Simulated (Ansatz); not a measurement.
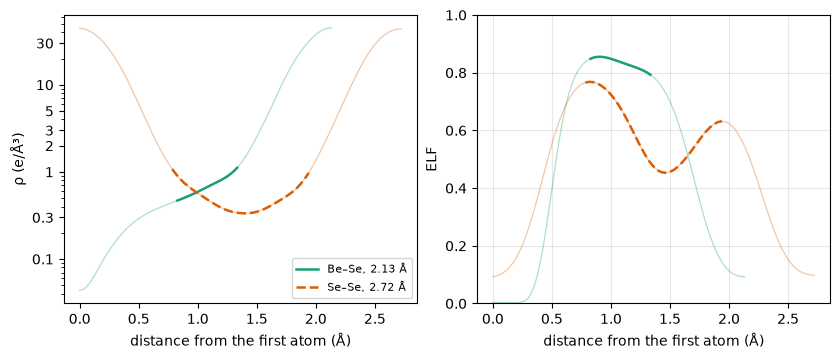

Figure. Be$_{2}$Se$_{3}$. Valence electron density and electron localisation function along straight lines between neighbouring atoms. Thin, pale parts lie inside the atomic spheres.

Space group C2/m; a structure generated by program, which may or may not match a known phase.

Method: DFT PBE, scalar-relativistic, plane waves, PAW (Ansatz 0.2.0).

In a PAW calculation such maps are meaningful between the atoms, not at the nuclei.

Input

```
crystal:
  lattice:
    - [2.767629839, -3.6449843642, 0.0]
    - [2.767629839, 3.6449843642, 0.0]
    - [-1.0123857064, 0.0, 5.5383187875]
  atoms:
    - { symbol: Be, position: [0.2037246611, 0.2037246611, 0.1973523842] }
    - { symbol: Be, position: [0.7962753389, 0.7962753389, 0.8026476158] }
    - { symbol: Se, position: [0.81658258, 0.81658258, 0.1846576989] }
    - { symbol: Se, position: [0.18341742, 0.18341742, 0.8153423011] }
    - { symbol: Se, position: [0.5, 0.5, 0.5] }
basis:
  ecutwfc: 420
kpoints:
  mp_grid: { grid: [10, 10, 8] }
hamiltonian:
  xc: pbe
scf:
  occupations: { method: gaussian, width: 0.1 }
output:
  forces: true
  stress: true
  eigenvalues: true
  write_density: true
  write_potential: true
  elf: true
  volumetric_format: npy
relax:
  adjacent_minimum: "off"
  f_tol: 0.01
  max_steps: 80
  cell: { stress_tol: 0.05 }
```

Run with:

```sh
ansatz run input.yaml --threads 1 --pin off --max-ram 2560MiB --backend cpu --events-out ev --progress --plain --runs-dir out
```

Below, planes, directions and counts refer to the conventional cell (a = 5.55 Å, b = 7.32 Å, c = 5.63 Å, α = 90.00°, β = 100.25°, γ = 90.00°).

The fields are those of the run's last geometry, not of the input's.

Q: Compare the contacts.

A: Be–Se (2.13 Å): the density is about 0.66 e/Å³ at the midpoint; the ELF peaks at about 0.85 between the atoms.
Se–Se (2.72 Å): ρ is about 0.34 e/Å³ halfway; the ELF is about 0.45 at the midpoint.
